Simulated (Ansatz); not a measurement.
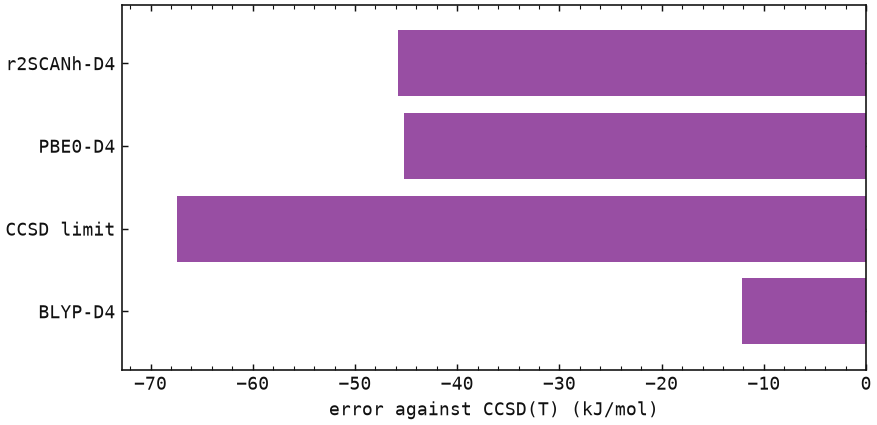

Error in the electronic atomisation energy (method less reference, so positive means overbinding) of C₂H₃AlO₂, SMILES C#[C][Al]([OH])[OH], singlet: functionals in def2-TZVPP against frozen-core CCSD(T) at the limit (MP2 extrapolated from triple and quadruple zeta, plus CCSD(T) less MP2 in a smaller set), which gives 3454.5 kJ/mol, at a PBE0-D4/def2-TZVP geometry (a minimum by its frequencies), no zero-point or spin-orbit term, the Ansatz code 0.2.0. The reference leaves out core correlation, a term that grows with the number of heavy atoms. Limit means the basis limit.

**What range do the values span?**

From −67.4 kJ/mol (CCSD limit) to −12.1 kJ/mol (BLYP-D4).

**Which of these levels overbind, and which underbind?**

Overbind: none clearly. Underbind: r2SCANh-D4, PBE0-D4 and CCSD limit. Within 25 kJ/mol of zero, too close to call in view of what the reference leaves out: BLYP-D4.
